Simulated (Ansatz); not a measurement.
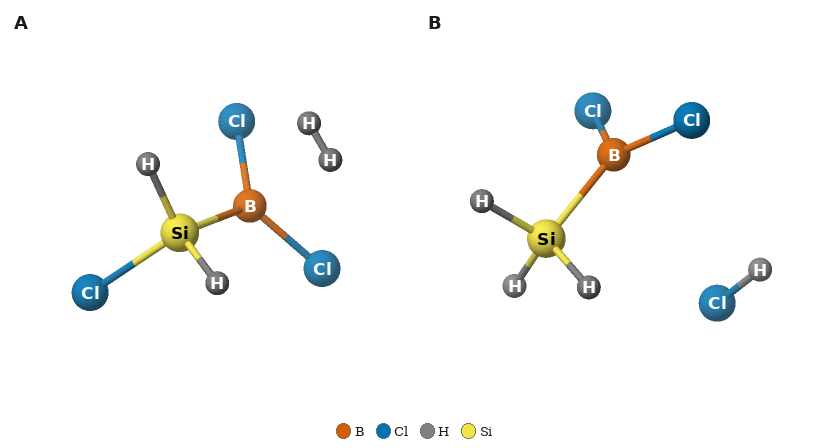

2 stationary structures of one formula. Geometries: PBE0-D4/def2-TZVP. Electronic energies: CCSD(T)/CBS (MP2 limit from def2-TZVPP and def2-QZVPP plus CCSD(T) − MP2) (Ansatz 0.2.0), without zero-point energy. Each is one conformer, not always the lowest.

> Which is lowest in energy, and by how much?

A is lowest (a minimum); B lies 63.8 kJ/mol above it (a minimum).
